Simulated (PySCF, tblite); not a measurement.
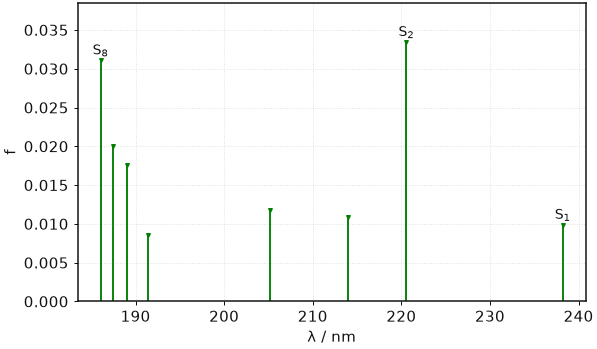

Vertical TDDFT excitations, B3LYP/def2-SVPD, PySCF 2.14.0, at a GFN2-xTB geometry (a minimum by its frequencies), gas phase. The lowest 8 singlet states are shown.

Whose absorption spectrum is this?
A. C₃H₁₀BrNSi₂, SMILES CN[Si@@H]([SiH3])/C=C/Br
B. C₃H₆O₂SSi, SMILES O[SiH2][C@@H]1COC1=S
C. C₃H₁₀BrNSi₂, SMILES C=N[Si@@](C)(Br)C[SiH3]
D. C₃H₁₀BrNSi₂, SMILES N[Si@H]([SiH2]Br)C1CC1

Answer. Option D. Its lowest singlet lies at 5.20 eV (f = 0.010) and the brightest of those computed is S2 at 5.62 eV (221 nm), f = 0.033, mainly HOMO−1 → LUMO (95 %).

Caveats: the tight-binding geometry is rougher than a DFT one and adds to the error; spin-orbit coupling is left out, and with Br it can shift these levels and split any degenerate set; one conformer of a flexible molecule; core orbitals are frozen in the response.
